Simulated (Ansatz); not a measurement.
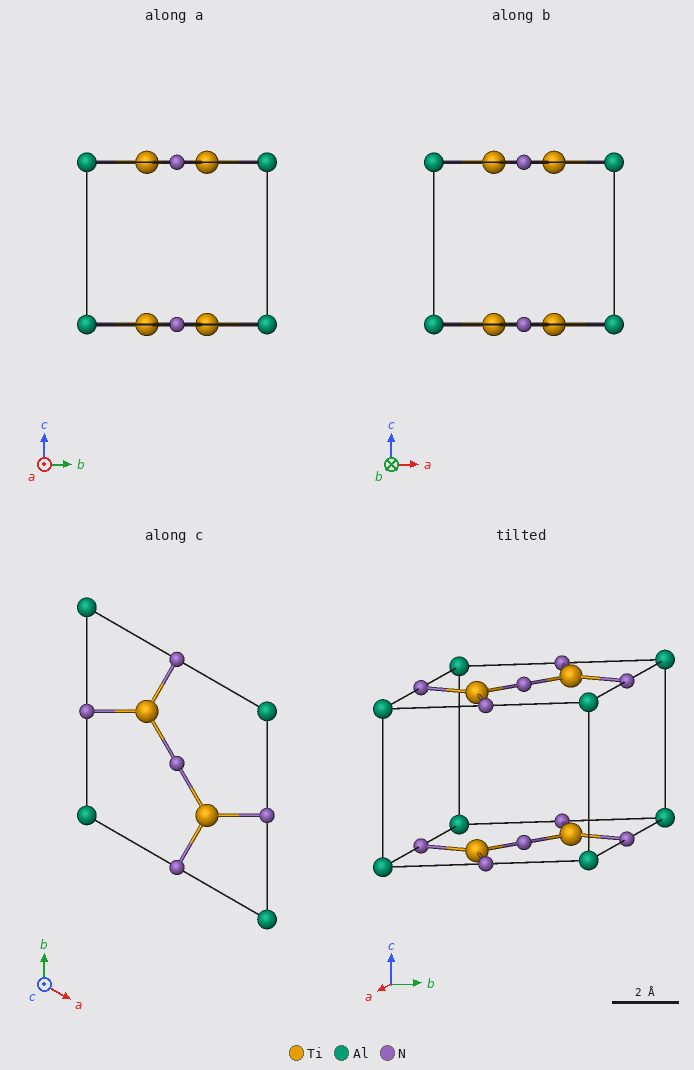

The image is a ball-and-stick drawing of a crystal, viewed along the a axis, along the b axis, along the c axis and slightly off an axis. The lines enclose the conventional unit cell; boundary atoms appear with their images.

Lattice parameters: a = 6.350 Å, b = 6.350 Å, c = 4.950 Å, α = 90.00°, β = 90.00°, γ = 120.00°. Put a along x and b in the xy plane.

Question: Give the structure in the form of a POSCAR file.

Answer:
```
Ti Al N
1.0
     6.350    0.000    0.000
    -3.175    5.499    0.000
     0.000    0.000    4.950
Ti Al N
2 1 3
Direct
  0.3333 0.6667 0.0000
  0.6667 0.3333 0.0000
  0.0000 0.0000 0.0000
  0.5000 0.0000 0.0000
  0.0000 0.5000 0.0000
  0.5000 0.5000 0.0000
```

The initial geometry was a random cell made by a generator, so it need not be a real form of the compound. The final geometry of a relaxation with Ansatz, DFT PBE, scalar-relativistic, plane waves, PAW is shown.
